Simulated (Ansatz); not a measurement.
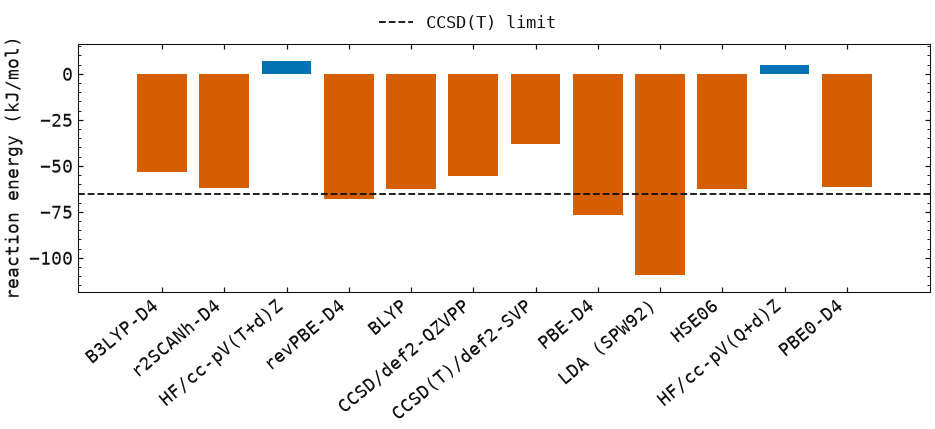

Electronic reaction energy of BH₃S (BS) + HO ([OH]) [doublet] → BH₂S ([BH]S) [doublet] + H₂O (O) (SMILES in brackets) at several levels (functionals in def2-TZVPP unless a basis is named), isolated molecules at PBE0-D4 triple-zeta geometries, minima by their frequencies, no zero-point or thermal terms, the Ansatz code. The line is frozen-core CCSD(T) at the basis limit (scheme: direct). No dispersion term is added to BLYP and HSE06. The distance of CCSD/def2-QZVPP and CCSD(T)/def2-SVP to the limit includes basis error. The limit lies 9.9 kJ/mol from CCSD(T)/def2-TZVPP, so the line itself is uncertain by a part of that.

### What do zero-point energy and temperature add?

Zero-point change 4.2 kJ/mol; at 298.15 K and 1 bar the CCSD(T) limit plus thermal terms gives an enthalpy of reaction of −60.0 and a free energy of −62.1 kJ/mol (harmonic PBE0-D4 modes, ideal gas).

### Give the values.

```
           level  kJ/mol  less CCSD(T) limit
        B3LYP-D4   −53.6                11.8
      r2SCANh-D4   −62.3                 3.1
  HF/cc-pV(T+d)Z     6.8                72.2
       revPBE-D4   −68.2                −2.8
            BLYP   −62.6                 2.8
 CCSD/def2-QZVPP   −55.3                10.1
CCSD(T)/def2-SVP   −38.3                27.1
          PBE-D4   −76.5               −11.1
     LDA (SPW92)  −109.2               −43.8
           HSE06   −62.6                 2.8
  HF/cc-pV(Q+d)Z     4.6                70.0
         PBE0-D4   −61.8                 3.6
   CCSD(T) limit   −65.4                 0.0
```
